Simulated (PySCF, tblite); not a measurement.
# C₅H₇O radical: geometry, infrared bands and EPR parameters

Aim: predict the infrared bands and EPR parameters of C₅H₇O radical (`C[C]1CC=CO1`).

The runs use tblite 0.8.0 and PySCF 2.14.0, with density-fitted response routines of our own; the level of theory stands in each step. All values are computed, except where a source is named. Atoms are numbered from 0 throughout.

## Step 1: The starting structure

13 atoms, charge 0, multiplicity 2; geometry from: force field or distance geometry start.

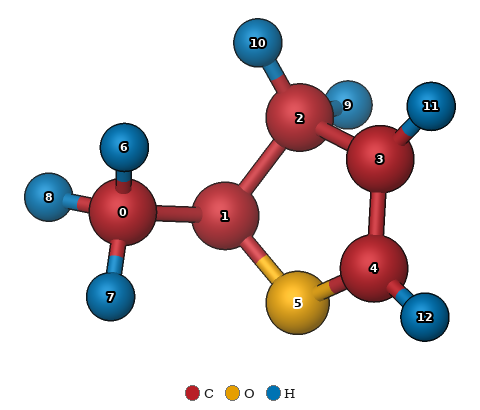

As it starts; carbon red, oxygen amber, hydrogen blue, atoms numbered.

## Step 2: Geometry optimisation with GFN2-xTB

Job settings and geometry (Å):

```
{"job": {"kind": "relax", "xc": "GFN2-xTB", "basis": "xTB"}, "charge": 0, "multiplicity": 2}
C      1.740100     0.062400     0.080400
C      0.546000    -0.116300    -0.837200
C     -0.513800    -1.007000    -0.215300
C     -1.450900    -0.032800     0.434300
C     -1.205500     1.165200    -0.077000
O     -0.200200     1.065300    -1.034900
H      1.593700    -0.332600     1.101100
H      2.006300     1.147100     0.061500
H      2.630100    -0.456700    -0.366300
H     -1.081700    -1.462500    -1.059800
H     -0.137300    -1.766800     0.450700
H     -2.167600    -0.303700     1.194700
H     -1.763600     2.038900     0.250000
```

The run is started by

```sh
$ OMP_NUM_THREADS=1 python probes_run.py task.json out
```

This one command runs all jobs of the session in turn.

What it wrote:

```text
step      E/eV     max force
  0    -495.73514    2.745
  1    -495.95777    1.512
  2    -496.11111    1.038
  3    -496.18287    0.897
  4    -496.22738    0.625
  5    -496.26542    0.533
  6    -496.30223    0.424
  7    -496.32280    0.322
  8    -496.33632    0.412
  9    -496.35449    0.433
 10    -496.38029    0.455
 11    -496.41727    0.507
 12    -496.46504    0.732
 13    -496.52280    0.766
 14    -496.58699    0.608
 15    -496.65493    0.691
 16    -496.70902    0.600
 17    -496.73739    0.439
 18    -496.75341    0.369
 19    -496.76582    0.452
 20    -496.78508    0.497
 21    -496.81077    0.334
 22    -496.82395    0.268
 23    -496.83167    0.311
 24    -496.84477    0.294
 25    -496.85037    0.196
 26    -496.85287    0.141
 27    -496.85458    0.126
 28    -496.85698    0.124
 29    -496.85892    0.105
 30    -496.86008    0.076
 31    -496.86073    0.069
 32    -496.86131    0.056
 33    -496.86200    0.068
 34    -496.86267    0.056
 35    -496.86329    0.073
 36    -496.86391    0.066
 37    -496.86452    0.052
 38    -496.86501    0.047
 39    -496.86527    0.029
 40    -496.86539    0.027
 41    -496.86546    0.020
 42    -496.86554    0.020
 43    -496.86563    0.024
 44    -496.86571    0.022
 45    -496.86576    0.016
 46    -496.86580    0.014
 47    -496.86583    0.012
 48    -496.86586    0.015
 49    -496.86588    0.014
 50    -496.86590    0.011
 51    -496.86591    0.012
 52    -496.86593    0.010
 53    -496.86595    0.012
 54    -496.86596    0.011
 55    -496.86598    0.009
```

Wall time 0.22 s (1 thread of Arm Neoverse V1, shared host).

Relaxation path: (not every step is listed)

```csv
step,energy from step 0 (eV),largest force (eV/Å)
0,0.0000,2.7453
1,-0.2226,1.5121
2,-0.3760,1.0381
3,-0.4477,0.8974
4,-0.4922,0.6252
5,-0.5303,0.5327
6,-0.5671,0.4244
7,-0.5877,0.3218
8,-0.6012,0.4117
12,-0.7299,0.7319
16,-0.9739,0.5998
20,-1.0499,0.4972
24,-1.1096,0.2941
28,-1.1218,0.1237
32,-1.1262,0.0561
36,-1.1288,0.0655
40,-1.1302,0.0270
44,-1.1306,0.0224
48,-1.1307,0.0154
50,-1.1308,0.0109
51,-1.1308,0.0117
52,-1.1308,0.0103
53,-1.1308,0.0124
54,-1.1308,0.0110
55,-1.1308,0.0094
```

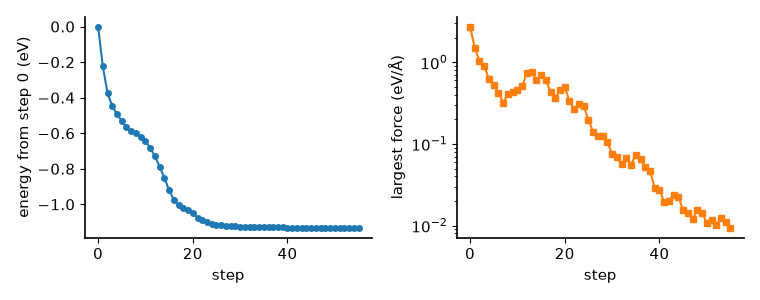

Energy and force, step by step.

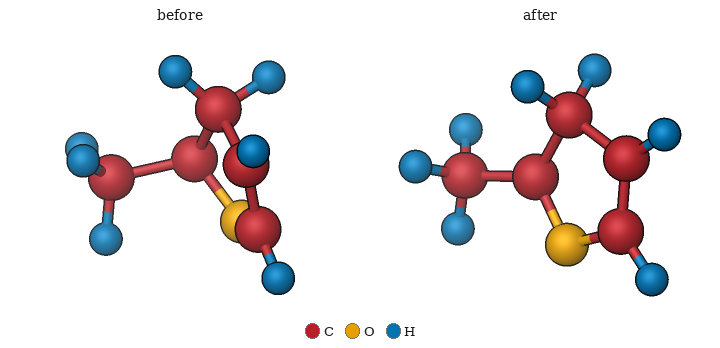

The geometry before (left) and after (right).

Distances of close pairs at the start and the end, largest changes first:

```csv
bond,before (Å),after (Å),change (Å)
C4–O5,1.392,1.351,-0.041
C1–O5,1.411,1.370,-0.041
C0–C1,1.517,1.479,-0.038
C0–H8,1.123,1.091,-0.032
C0–H7,1.117,1.087,-0.030
C2–H10,1.078,1.104,+0.026
C1–C2,1.518,1.494,-0.023
C2–H9,1.115,1.101,-0.014
```

The final coordinates are the input of the step that follows.

## Step 3: Infrared spectrum with GFN2-xTB

Job settings and geometry (Å):

```
{"job": {"kind": "ir", "xc": "GFN2-xTB", "basis": "xTB"}, "charge": 0, "multiplicity": 2}
C      1.961272     0.016691    -0.127363
C      0.488991     0.132239    -0.201894
C     -0.528400    -0.939842     0.018320
C     -1.766733    -0.104273     0.155820
C     -1.419978     1.185305     0.064959
O     -0.094760     1.369658    -0.123239
H      2.300360    -0.258870     0.878996
H      2.413220     0.970228    -0.387631
H      2.323045    -0.749666    -0.814194
H     -0.588026    -1.651854    -0.819769
H     -0.324966    -1.547711     0.917108
H     -2.750451    -0.497250     0.310582
H     -2.017964     2.075832     0.110577
```

What it wrote:

```text
mode    cm-1     km/mol
  1      69.6      2.07
  2     107.8      3.20
  3     287.3      4.54
  4     302.9      3.33
  5     485.4      7.54
  6     604.4      0.73
  7     728.0      9.68
  8     799.4      2.85
  9     815.0      5.76
 10     854.0     20.39
 11     922.8      0.43
 12     952.1     21.91
 13    1014.8      1.98
 14    1018.2     11.47
 15    1060.4      1.49
 16    1087.3     15.09
 17    1135.8     23.42
 18    1210.1     28.71
 19    1231.2     10.19
 20    1289.0     71.94
 21    1346.2     22.97
 22    1394.8      1.76
 23    1453.3      6.00
 24    1459.5      5.95
 25    1478.3      1.18
 26    1596.7     60.77
 27    2753.3     43.84
 28    2839.7     57.93
 29    2879.8     50.40
 30    2983.5     32.13
 31    3048.8     14.01
 32    3149.9     11.01
 33    3180.6     17.45
```

Run time: 0.25 s. Hardware: 1 thread of Arm Neoverse V1, shared host.

The strongest bands and the atoms that carry them (share of the mass-weighted mode):

```csv
cm⁻¹,km/mol,atoms
1136,23.4,"H12 50 %, O5 22 %, C4 12 %"
1210,28.7,"C2 26 %, H9 19 %, H10 17 %, C1 16 %"
1289,71.9,"C1 23 %, H12 17 %, C4 13 %, C3 12 %"
1597,60.8,"C3 46 %, C4 44 %"
2753,43.8,"H10 67 %, H9 25 %"
2840,57.9,"H9 68 %, H10 27 %"
2880,50.4,H6 90 %
2984,32.1,H8 92 %
```

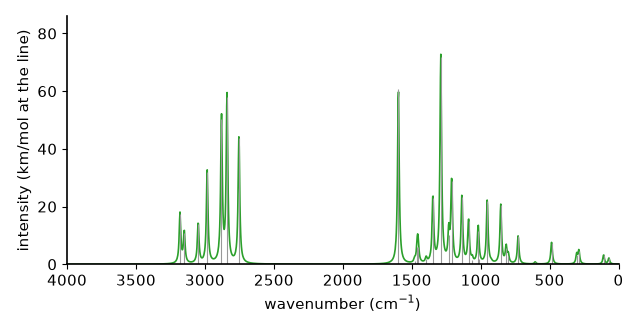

The infrared spectrum from these modes, unscaled. Lines are broadened to a width of 14 cm⁻¹ (Lorentzian).

## Step 4: EPR parameters: B3LYP/pcH-1

Same as in step 3 but for these lines:

```diff
@@ -1,2 +1,2 @@
-{"job": {"kind": "ir", "xc": "GFN2-xTB", "basis": "xTB"}, "charge": 0, "multiplicity": 2}
+{"job": {"kind": "epr", "basis": "pcH-1"}, "charge": 0, "multiplicity": 2}
 C      1.961272     0.016691    -0.127363
```

With the program's defaults for keys left out, this is: UKS B3LYP, pcH-1 on C H O, non-relativistic, mean-field spin-orbit, GIAO.

What it wrote:

```text
UKS, coarse grid
  cycle   1  E = -269.84404562  |g| = 3.90e-01
  cycle   2  E = -269.80227858  |g| = 5.27e-01
  cycle   3  E = -269.90457140  |g| = 9.05e-02
  cycle   4  E = -269.90699475  |g| = 3.79e-02
  cycle   5  E = -269.90756911  |g| = 1.62e-02
  cycle   6  E = -269.90769638  |g| = 5.00e-03
  cycle   7  E = -269.90771238  |g| = 1.01e-03
  cycle   8  E = -269.90771295  |g| = 3.19e-04
UKS, final grid
  cycle   1  E = -269.90774306  |g| = 3.28e-04
  cycle   2  E = -269.90774305  |g| = 4.32e-04
  cycle   3  E = -269.90774314  |g| = 5.69e-05
  cycle   4  E = -269.90774315  |g| = 4.39e-05
  cycle   5  E = -269.90774316  |g| = 3.35e-05
  cycle   6  E = -269.90774316  |g| = 7.72e-06
E = -269.90774316 Eh   <S^2> = 0.7555 (exact 0.7500)
g shifts (ppm)      1          2          3
  rmc          -174       -174       -174
  gc             -4         39         30
  oz_so         -53        781       1587
  total        -230        646       1444
hyperfine (MHz)  atom isotope    a_iso     a_fc   dipolar eigenvalues
    0   13C     -24.92     -24.92     -1.57     -0.97      2.54
    1   13C     115.51     115.51    -77.69    -75.91    153.59
    2   13C     -34.87     -34.87     -1.73     -0.51      2.24
    3   13C       8.64       8.64     -7.73     -4.48     12.21
    4   13C      -6.66      -6.66     -6.16      1.59      4.57
    5   17O     -16.40     -16.40    -43.13     20.33     22.80
    6    1H     115.35     115.35     -4.25     -3.32      7.56
    7    1H       9.43       9.43     -4.89     -3.88      8.77
    8    1H      55.85      55.85     -4.81     -4.36      9.17
    9    1H     141.49     141.49     -4.42     -3.95      8.37
   10    1H     148.56     148.56     -3.91     -2.73      6.64
   11    1H      -6.67      -6.67     -4.41     -1.57      5.98
   12    1H      -0.44      -0.44     -2.59     -1.88      4.47
```

It took 33 s on 1 thread of Arm Neoverse V1, shared host; peak memory 0.86 GiB.

Principal g values 2.00209, 2.00297, 2.00376; g(iso) = 2.00294, against 2.00232 for a free electron.

Mean a(iso) over the nuclei that a row names, and the largest dipolar term of the row (other rows stand at the frozen geometry):

```csv
nuclei,isotope,a(iso) (MHz),"a(iso) (G, at g = 2.0023)",largest dipolar term (MHz)
"H9, H10",1H,145.0,51.7,8.4
C1,13C,115.5,41.2,153.6
"H6, H7, H8",1H,60.2,21.5,9.2
C2,13C,-34.9,-12.4,2.2
C0,13C,-24.9,-8.9,2.5
O5,17O,-16.4,-5.9,-43.1
C3,13C,8.6,3.1,12.2
H11,1H,-6.7,-2.4,6.0
C4,13C,-6.7,-2.4,-6.2
H12,1H,-0.4,-0.2,4.5
```

Mulliken spin populations:

C0 -0.07; C1 0.84; C2 -0.09; C3 0.09; C4 -0.04; O5 0.06; H6 0.06; H7 0.00; H8 0.02; H9 0.06; H10 0.07; H11 0.00; H12 0.00

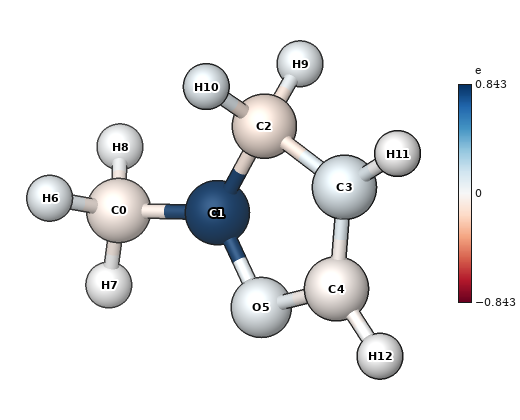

Mulliken spin populations, as colours on the atoms.

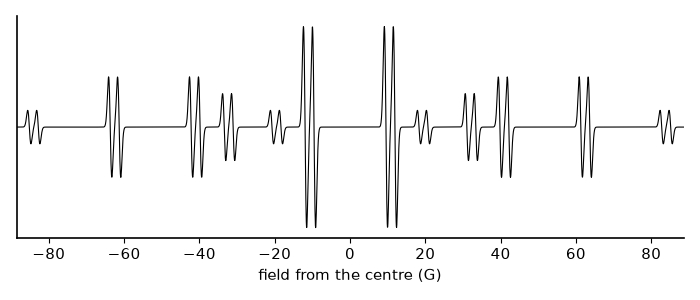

First-order isotropic spectrum (first derivative, main isotopes with spin only, couplings over 0.8 MHz, Gaussian width 0.4 G; couplings of the frozen geometry, rotation of groups not averaged beyond the rows shown).

Orbitals, density, ELF and potential are computed afterwards from the orbital file.

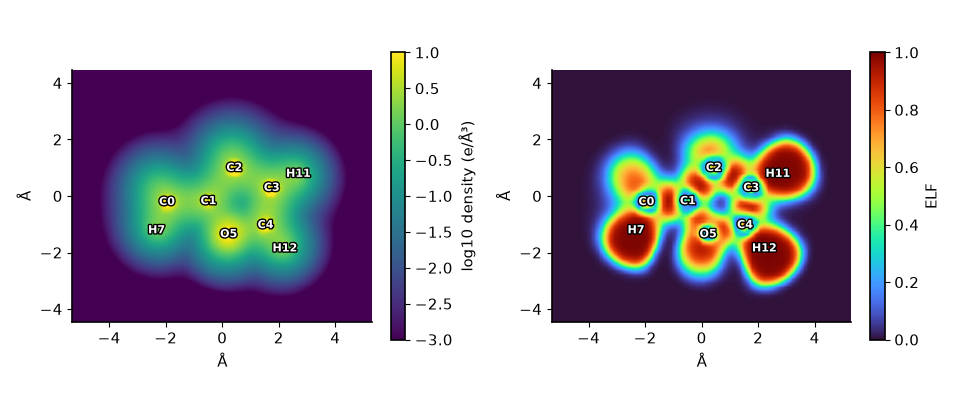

Density (left) and ELF (right) in a plane through or near 9 of the atoms.

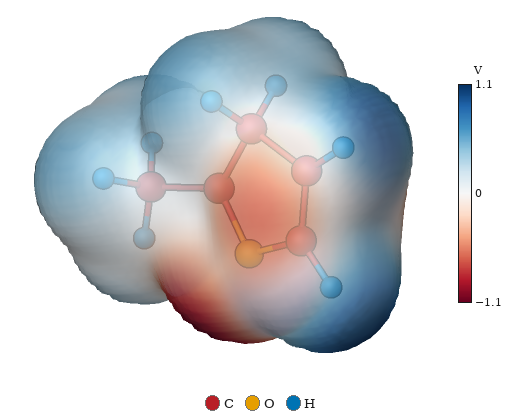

The potential that a unit positive charge feels on the 0.002 e/bohr³ surface, from -1.10 V near O5 to 0.98 V near H12.

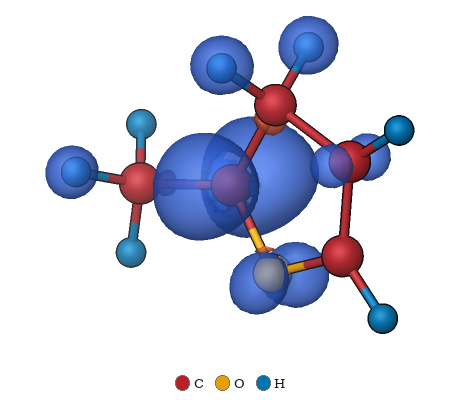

Spin density at ±0.04 e/Å³ (alpha excess blue, beta excess red).

## Step 5: What came out

| quantity | value |
| --- | --- |
| strongest single infrared mode (GFN2-xTB) | 1289 cm⁻¹, 72 km/mol |
| zero-point energy (GFN2-xTB) | 65.1 kcal/mol |
| g(iso) (B3LYP) | 2.00294 |
| ⟨S²⟩ | 0.756 (exact 0.75) |
| largest a(iso) (averaged by class) | 1H on H9, H10, 145.0 MHz |
| potential on the surface of density 0.002 e/bohr³, 1st and 99th percentile | -1.10 V and 0.98 V |

In words: Relaxing lowered the energy by 1.131 eV in 55 steps; the close pair that moved most is C4–O5, from 1.392 to 1.351 Å. All 33 modes are real, so the xTB geometry is a minimum. The strongest single mode, at 1289 cm⁻¹, is spread over several atoms, C1, H12, C4, C3 among them. GFN2-xTB is a fitted tight-binding method: band positions and strengths are rough. Its intensities can rank the bands wrongly. Most of the unpaired spin sits on C1 (0.84 e). The isotropic g lies 0.6 ppt above the free-electron value. The conformer search found further structures of the same energy, which may be mirror or relabelled copies of this one.
